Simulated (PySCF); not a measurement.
**NMR shielding calculation, with input and output: Al₃N₃H₇O (charge +1)**

System: Al₃N₃H₇O, charge +1.
Method: GIAO PBE0/pcSseg-1 NMR shielding, non-relativistic, gas phase (PySCF 2.14.0).

The geometry comes from this level: PBE0-D3(BJ)/def2-SVP. Figures and captions count atoms from 1; the log counts them from 0 in places.

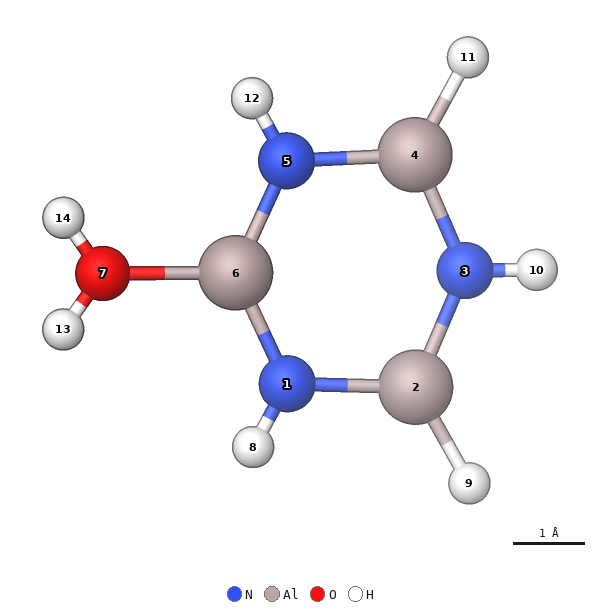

The structure (ball-and-stick view, seen on its broad side; atoms are numbered from 1 in the order of the input). Sticks mark near contacts.

## Key numbers

- outcome: converged
- total energy: −970.325467 hartree
- HOMO: −10.97 eV
- LUMO: −5.40 eV
- isotropic shielding, N: 204.6 to 236.1 ppm
- isotropic shielding, Al: 387.3 to 430.9 ppm
- isotropic shielding, O: 304.4 ppm
- isotropic shielding, H: 26.5 to 30.0 ppm
- hardware: 1 CPU thread, shared host
- wall time: 36 s
- peak memory: 0.88 GiB

## Input file
```
{"job": {"kind": "nmr", "xc": "PBE0", "basis": "pcSseg-1"}, "charge": 1, "multiplicity": 1}
N     -1.407552     0.652590     0.434143
Al    -0.856590     1.934772    -0.752086
N      0.735487     1.522570    -1.464941
Al     1.862990     0.147356    -1.241234
N      1.204932    -1.059434    -0.031564
Al    -0.342999    -0.702385     0.680864
O     -0.965014    -2.000574     1.913026
H     -2.304287     0.804856     0.887972
H     -1.733400     3.203647    -1.043167
H      1.072073     2.216904    -2.135109
H      3.249006    -0.079696    -1.942367
H      1.783114    -1.872992     0.161196
H     -1.809645    -1.966347     2.390847
H     -0.495989    -2.815337     2.156617
```

The first line tells a small driver script what to run in PySCF; the rest is the geometry in Å.

Run as:
```bash
OMP_NUM_THREADS=1 python <driver script> task.json out
```

## What the program printed
```
coarse grid: 13488 points
cycle   1  E = -970.0862224584  dE =  8.039e-01  |g| = 9.785e-01  |ddm| = 3.654e+00
cycle   2  E = -969.8023673793  dE =  2.839e-01  |g| = 1.466e+00  |ddm| = 1.511e+00
cycle   3  E = -970.2833447967  dE = -4.810e-01  |g| = 1.262e-01  |ddm| = 1.047e+00
cycle   4  E = -970.2862641260  dE = -2.919e-03  |g| = 6.137e-02  |ddm| = 1.065e-01
cycle   5  E = -970.2868922144  dE = -6.281e-04  |g| = 9.319e-03  |ddm| = 3.311e-02
cycle   6  E = -970.2869050973  dE = -1.288e-05  |g| = 4.858e-03  |ddm| = 8.321e-03
cycle   7  E = -970.2869099468  dE = -4.849e-06  |g| = 9.188e-04  |ddm| = 3.323e-03
final grid: 117464 points
cycle   8  E = -970.3254515184  dE = -1.591e-05  |g| = 8.643e-03  |ddm| = 1.449e-02
cycle   9  E = -970.3254264815  dE =  2.504e-05  |g| = 1.384e-02  |ddm| = 1.337e-02
cycle  10  E = -970.3254672062  dE = -4.072e-05  |g| = 3.648e-04  |ddm| = 8.343e-03
cycle  11  E = -970.3254672205  dE = -1.430e-08  |g| = 1.805e-04  |ddm| = 3.488e-04
cycle  12  E = -970.3254672261  dE = -5.622e-09  |g| = 7.905e-05  |ddm| = 1.461e-04
cycle  13  E = -970.3254672274  dE = -1.277e-09  |g| = 1.009e-05  |ddm| = 5.434e-05
cycle  14  E = -970.3254672274  dE = -1.774e-11  |g| = 3.954e-06  |ddm| = 9.697e-06
```

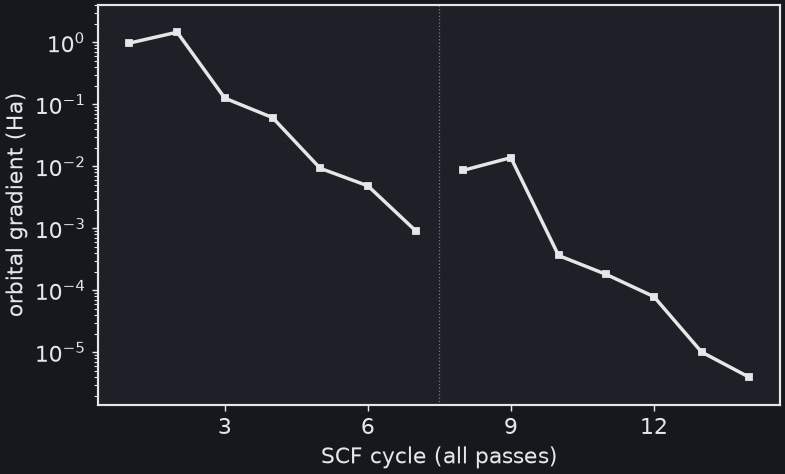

Convergence of the self-consistent field: orbital gradient against the SCF cycle. The dotted line marks the change from a coarse to the final integration grid. The first 7 cycles use a coarse grid, the final grid takes over at cycle 8, and the field converges after 14 cycles in all.

```
converged SCF energy = -970.3254672274

GIAO shielding tensors (ppm)
atom      isotropic    diamagn.    paramagn.     s11        s22        s33       span
  0 N      236.061     323.026     -86.966    218.462    228.968    260.753     42.291
  1 Al     387.369     796.956    -409.588    361.454    367.244    433.407     71.953
  2 N      204.650     322.458    -117.808    125.975    226.118    261.857    135.882
  3 Al     387.313     796.973    -409.660    361.438    367.063    433.438     72.000
  4 N      235.928     323.033     -87.105    218.092    228.809    260.884     42.792
  5 Al     430.923     798.860    -367.937    314.410    353.009    625.349    310.939
  6 O      304.395     390.407     -86.011    265.839    319.540    327.806     61.967
  7 H       30.023      31.020      -0.997     22.463     25.881     41.725     19.262
  8 H       26.459      27.502      -1.043     22.464     23.783     33.131     10.667
  9 H       29.125      28.269       0.856     23.264     25.679     38.432     15.168
 10 H       26.459      27.511      -1.052     22.466     23.782     33.129     10.663
 11 H       30.036      31.055      -1.020     22.476     25.925     41.707     19.231
 12 H       26.509      26.584      -0.074     17.586     21.100     40.841     23.255
 13 H       26.505      26.598      -0.093     17.581     21.137     40.797     23.216
```

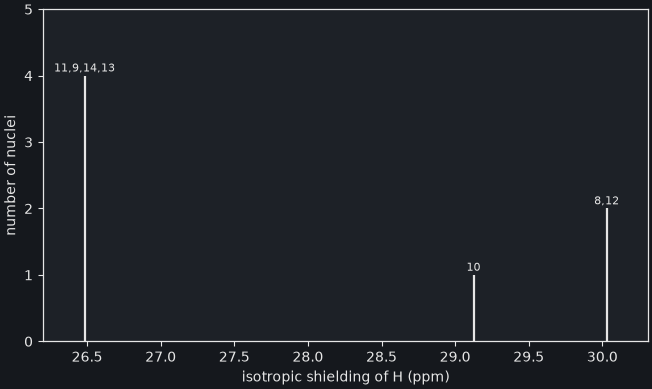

Isotropic shieldings of the hydrogen nuclei in this fixed geometry, labelled by atom number; shielding grows to the right, so chemical shift grows to the left. The least shielded is H11 (26.5 ppm), the most shielded H12 (30.0 ppm).

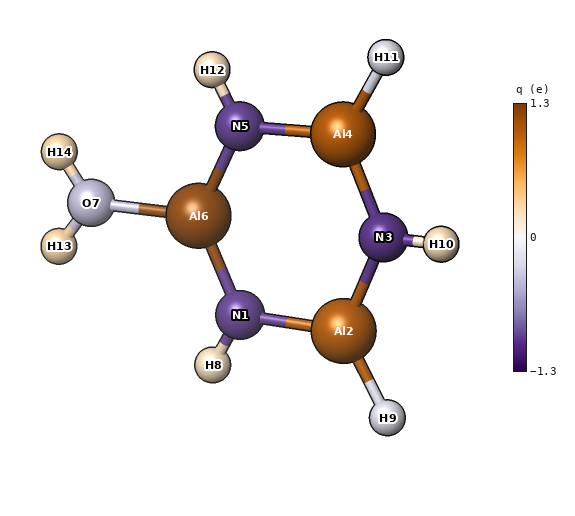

Mulliken charges, as the colour of each atom (ball-and-stick view, seen at an oblique angle; atoms are numbered from 1 in the order of the input; Mulliken charges depend strongly on the basis). By element: N −0.99 to −0.96, Al +1.03 to +1.22, O −0.43 and H −0.16 to +0.33 e.
